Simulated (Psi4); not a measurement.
# CAM-B3LYP/def2-TZVPPD run of HCl (hydrogen chloride)

Aim: the vertical electron affinity of HCl (hydrogen chloride) at CAM-B3LYP/def2-TZVPPD, from 2 runs. 

The calculation is run with Psi4 1.11.

1 further run of the same task is left out (it didn't finish).

## 1. The system as given

The species is HCl (2 atoms), meant as a singlet with charge 0. SMILES: `Cl`. The shape is that of a PBE0-D4/def2-TZVP optimisation.

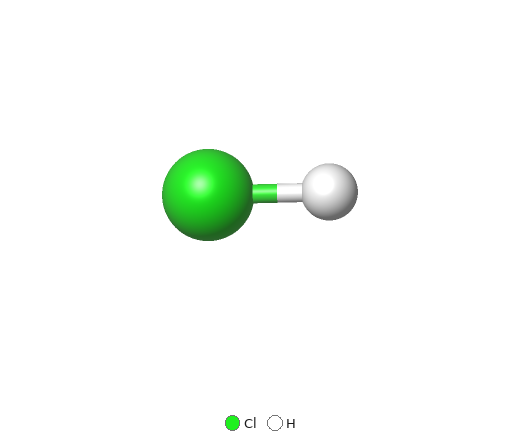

The structure, seen from a chosen angle (chlorine green, hydrogen white).

## 2. A single-point energy at CAM-B3LYP/def2-TZVPPD

The input, job.dat:

```
memory 1.6 GB

molecule molecule1 {
  0 1
  Cl     0.546000    -0.178500     0.280800
  H     -0.546000     0.178500    -0.280800
  symmetry c1
}

set basis def2-TZVPPD
set reference rks
set puream true
set e_convergence 1e-09
set d_convergence 1e-08
set scf_type pk
set dft_radial_points 99
set dft_spherical_points 590

e_tot, wfn = energy("cam-b3lyp", return_wfn=True)
```

Run with:

```console
$ psi4 job.dat job.out -n 1
```

job.out:

```text
[...]
  Running in c1 symmetry.
[...]
  Nuclear repulsion =    7.034776949773979
[...]
  Multiplicity = 1
[...]
  Nalpha       = 9
  Nbeta        = 9
[...]
    Number of basis functions: 68
[...]
   @RKS iter   1:  -460.80804243435051   -1.15617e-01   4.32526e-03 DIIS/ADIIS
[...]
   @RKS iter   9:  -460.83371710393379   -2.33058e-12   2.52951e-09 DIIS
[...]
    Orbital Energies [Eh]
    ---------------------
    Doubly Occupied:
       1A   -101.607061     2A     -9.540805     3A     -7.303180
       4A     -7.294677     5A     -7.294677     6A     -0.930578
       7A     -0.541947     8A     -0.402384     9A     -0.402384
[...]
  @RKS Final Energy:  -460.83371710393379
   => Energetics <=
    Nuclear Repulsion Energy =              7.0347769497739794
    One-Electron Energy =                -649.9720922354757704
    Two-Electron Energy =                 203.9753006912812054
    DFT Exchange-Correlation Energy =     -21.8717025095132946
    Empirical Dispersion Energy =           0.0000000000000000
    VV10 Nonlocal Energy =                  0.0000000000000000
    Total Energy =                       -460.8337171039338500
[...]
 Multipole Moments:
 ------------------------------------------------------------------------------------
     Multipole            Electronic (a.u.)      Nuclear  (a.u.)        Total (a.u.)
 ------------------------------------------------------------------------------------
 L = 1.  Multiply by 2.5417464519 to convert [e a0] to [Debye]
 Dipole X            :          0.0000000            0.0000000            0.0000000
 Dipole Y            :          0.0000000           -0.0000000            0.0000000
 Dipole Z            :          0.7549471           -1.1980385           -0.4430915
 Magnitude           :                                                    0.4430915
[...]
```

It took 6.3 s on 1 thread of Intel Xeon Platinum 8259CL at 2.50GHz (Skylake/Cascade Lake), shared host; peak memory 0.48 GiB.

## 3. The doublet anion: energy and forces at UCAM-B3LYP/def2-TZVPPD

The input, job.in:

```
memory 1600 MB

molecule m {
  -1 2
  Cl     0.546000    -0.178500     0.280800
  H     -0.546000     0.178500    -0.280800
  units angstrom
  symmetry c1
}

set {
  reference uks
  puream true
  e_convergence 1e-09
  d_convergence 1e-08
  scf_type pk
  dft_radial_points 99
  dft_spherical_points 590
  maxiter 100
}

gradient('cam-b3lyp/def2-TZVPPD')
```

Run with:

```console
$ psi4 -i job.in -o job.out -n 1
```

job.out:

```text
[...]
  Running in c1 symmetry.
[...]
  Nuclear repulsion =    7.034776949773979
[...]
  Multiplicity = 2
[...]
  Nalpha       = 10
  Nbeta        = 9
[...]
    Number of basis functions: 68
[...]
   @UKS iter   1:  -460.70177654028788   -9.35115e-03   5.75272e-03 ADIIS/DIIS
[...]
   @UKS iter  13:  -460.78431738785673   -4.66116e-12   6.39053e-09 DIIS
[...]
   @S^2 Observed:                7.503743700E-01
[...]
    Orbital Energies [Eh]
    ---------------------
    Alpha Occupied:
       1A   -101.388001     2A     -9.324058     3A     -7.085226
       4A     -7.078252     5A     -7.078252     6A     -0.720609
       7A     -0.332083     8A     -0.198572     9A     -0.198572
      10A      0.078195
    Alpha Virtual:
      11A      0.195869    12A      0.201565    13A      0.201565
      14A      0.285362    15A      0.360257    16A      0.360257
      17A      0.390496    18A      0.390497    19A      0.426388
      20A      0.450048    21A      0.472660    22A      0.472660
      23A      0.644980    24A      0.730653    25A      0.730653
[...]
  @UKS Final Energy:  -460.78431738785673
   => Energetics <=
    Nuclear Repulsion Energy =              7.0347769497739794
    One-Electron Energy =                -653.7603298298949994
    Two-Electron Energy =                 207.8895883648516190
    DFT Exchange-Correlation Energy =     -21.9483528725874244
    Empirical Dispersion Energy =           0.0000000000000000
    VV10 Nonlocal Energy =                  0.0000000000000000
    Total Energy =                       -460.7843173878567313
[...]
 Multipole Moments:
 ------------------------------------------------------------------------------------
     Multipole            Electronic (a.u.)      Nuclear  (a.u.)        Total (a.u.)
 ------------------------------------------------------------------------------------
 L = 1.  Multiply by 2.5417464519 to convert [e a0] to [Debye]
 Dipole X            :          0.0000000            0.0000000            0.0000000
 Dipole Y            :          0.0000000           -0.0000000            0.0000000
 Dipole Z            :          3.4585665           -1.1980385            2.2605280
 Magnitude           :                                                    2.2605280
[...]
  -Total Gradient:
     Atom            X                  Y                   Z
    ------   -----------------  -----------------  -----------------
       1       -0.000000000012    -0.000000000014    -0.047682234332
       2        0.000000000012     0.000000000014     0.047687042631
[...]
```

It took 14 s on 1 thread of Intel Xeon Platinum 8259CL at 2.50GHz (Skylake/Cascade Lake), shared host; peak memory 0.48 GiB.

## 4. Summary of results

Level: CAM-B3LYP/def2-TZVPPD.

| quantity | value |
| --- | --- |
| singlet HCl: total energy | -460.83372 Eh |
| singlet HCl: dipole moment | 1.13 D |
| singlet HCl: HOMO energy | -10.95 eV |
| singlet HCl: LUMO energy | 0.60 eV |
| singlet HCl: HOMO–LUMO gap | 11.55 eV |
| doublet anion: total energy | -460.78432 Eh |
| doublet anion: HOMO energy (highest over α and β) | 2.13 eV |
| doublet anion: LUMO energy (lowest over α and β) | 5.22 eV |
| doublet anion: ⟨S²⟩ | 0.750 |
| doublet anion: largest force on an atom | 2.452 eV/Å |
| vertical electron affinity (to the doublet anion) | -1.344 eV |

In words: The anion lies 1.34 eV (31 kcal/mol) above the neutral: the electron isn't bound at this level, and such a value depends on the basis. The HOMO (doublet anion) lies at positive energy, 2.13 eV; only total energies tell whether the electron is bound.
